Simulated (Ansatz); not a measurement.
Consider MgZr4N2.

Input

```
crystal:
  lattice:
    - [3.3171676741, 0.0, 0.0]
    - [-1.658583837, 2.8727514744, 0.0]
    - [0.0, 0.0, 26.2914569734]
  atoms:
    - { symbol: Mg, position: [0.6666666667, 0.3333333333, 0.75] }
    - { symbol: Mg, position: [0.3333333333, 0.6666666667, 0.25] }
    - { symbol: Zr, position: [0.0, 0.0, 0.8521735241] }
    - { symbol: Zr, position: [0.6666666667, 0.3333333333, 0.9476458981] }
    - { symbol: Zr, position: [0.0, 0.0, 0.1478264759] }
    - { symbol: Zr, position: [0.3333333333, 0.6666666667, 0.0523541019] }
    - { symbol: Zr, position: [0.0, 0.0, 0.6478264759] }
    - { symbol: Zr, position: [0.6666666667, 0.3333333333, 0.5523541019] }
    - { symbol: Zr, position: [0.0, 0.0, 0.3521735241] }
    - { symbol: Zr, position: [0.3333333333, 0.6666666667, 0.4476458981] }
    - { symbol: "N", position: [0.3333333333, 0.6666666667, 0.8973394441] }
    - { symbol: "N", position: [0.6666666667, 0.3333333333, 0.1026605559] }
    - { symbol: "N", position: [0.3333333333, 0.6666666667, 0.6026605559] }
    - { symbol: "N", position: [0.6666666667, 0.3333333333, 0.3973394441] }
basis:
  ecutwfc: 420
kpoints:
  mp_grid: { grid: [12, 12, 2] }
hamiltonian:
  xc: pbe
scf:
  occupations: { method: gaussian, width: 0.1 }
output:
  forces: true
  stress: true
  eigenvalues: true
  write_density: true
  write_potential: true
  elf: true
  volumetric_format: npy
relax:
  adjacent_minimum: "off"
  f_tol: 0.01
  max_steps: 30
  cell: { stress_tol: 0.1, fix: [volume] }
```

Launched as:

```sh
ansatz run input.yaml --threads 1 --pin off --max-ram 2560MiB --backend cpu --events-out ev --progress --plain --runs-dir out
```

Below, planes, directions and counts refer to the conventional cell (a = 3.31 Å, b = 3.31 Å, c = 26.36 Å, α = 90.00°, β = 90.00°, γ = 120.00°).

The fields are those of the run's last geometry, not of the input's.

Space group P6₃/mmc; a generated structure, not necessarily the stable one; changed on purpose from its base cell (volume × 1.03, shape and atoms relaxed); computed pressure about −3 GPa in this cell.

Theory: DFT PBE, scalar-relativistic, plane waves, PAW in Ansatz.

> What will maps of the valence pseudo-density and electron localisation function show?

Zr–N (2.24 Å): the density is about 0.51 e/Å³ at the midpoint; the ELF peaks at about 0.80 in the valence shell of N, 0.6 Å from its nucleus, and drops to about 0.20 between the two atoms (no localised pair shows between them).
Zr–Zr (3.14 Å): ρ at the midpoint is about 0.18 e/Å³; the ELF is about 0.15 at the midpoint (no localised pair shows between them).
Mg–Zr (3.33 Å): ρ at the midpoint is about 0.12 e/Å³; the ELF is about 0.40 at the midpoint.
Zr–N (2.32 Å): ρ at the midpoint is about 0.43 e/Å³; the ELF peaks at about 0.80 in the valence shell of N, 0.7 Å from its nucleus, and drops to about 0.15 between the two atoms (no localised pair shows between them).
The ELF has a maximum of about 0.75 in the space between the atoms, 2.3 Å from six Zr atoms, on no atom or two-centre bond.

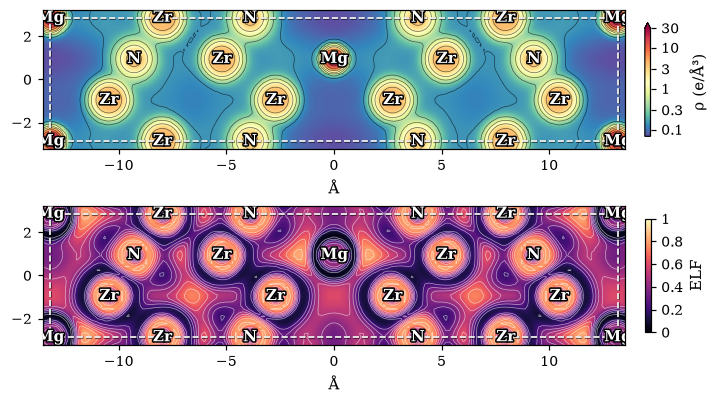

Computed valence pseudo-density and electron localisation function on the (110) plane of the conventional cell, in this order. 

The density is the valence pseudo-density of a PAW calculation; it isn't the true density close to the nuclei.
